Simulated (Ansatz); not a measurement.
```xyz
9

C    -0.1680   -0.1191   -0.5830
S    -1.1397   -2.6996    1.1613
Si    0.4717   -1.2810    0.7641
H    -1.0760    0.4174   -0.2424
H    -0.4202   -0.6832   -1.5030
H     0.6048    0.6343   -0.8388
H     1.7097   -1.9967    0.3038
H     0.8220   -0.5118    2.0061
H    -0.4554   -3.3884    2.1200
```

Geometry: BLYP-D3(BJ)/def2-SVP.

Computed with isolated molecule in a Gaussian basis; Kohn-Sham density functional theory, functional PBE0 (Ansatz 0.2.0).

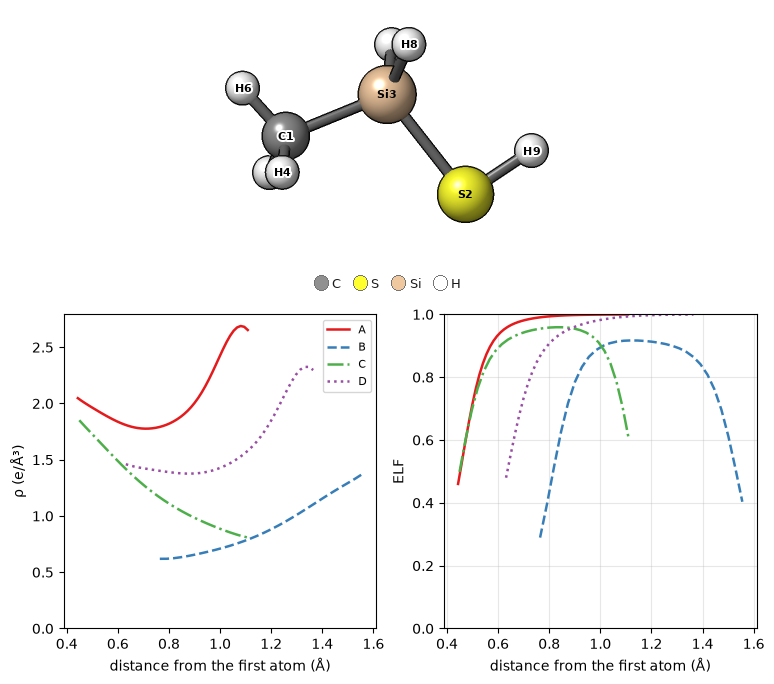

CH6SSi (SMILES C[SiH2]S). Total electron density and electron localisation function along straight lines between neighbouring atoms. The curves leave out the atomic cores. The structure is drawn too.

**Which curve belongs to which contact (C–H, C–Si, Si–S and S–H)? The first atom named is at distance zero.**

Curve A: C–H (1.11 Å): the density is about 1.9 e/Å³ at the midpoint; the ELF climbs to about 1 towards the hydrogen, as it does in any bond to H; a covalent bond by its length. Curve B: Si–S (2.18 Å): the density is about 0.78 e/Å³ at the midpoint; the ELF peaks at about 0.90 between the atoms; localised, covalent bonding. Curve C: C–Si (1.89 Å): ρ at the midpoint is about 0.94 e/Å³; the ELF peaks at about 0.95 between the atoms (a shared electron pair). Curve D: S–H (1.36 Å): ρ is about 1.4 e/Å³ halfway; the ELF climbs to about 1 towards the hydrogen.
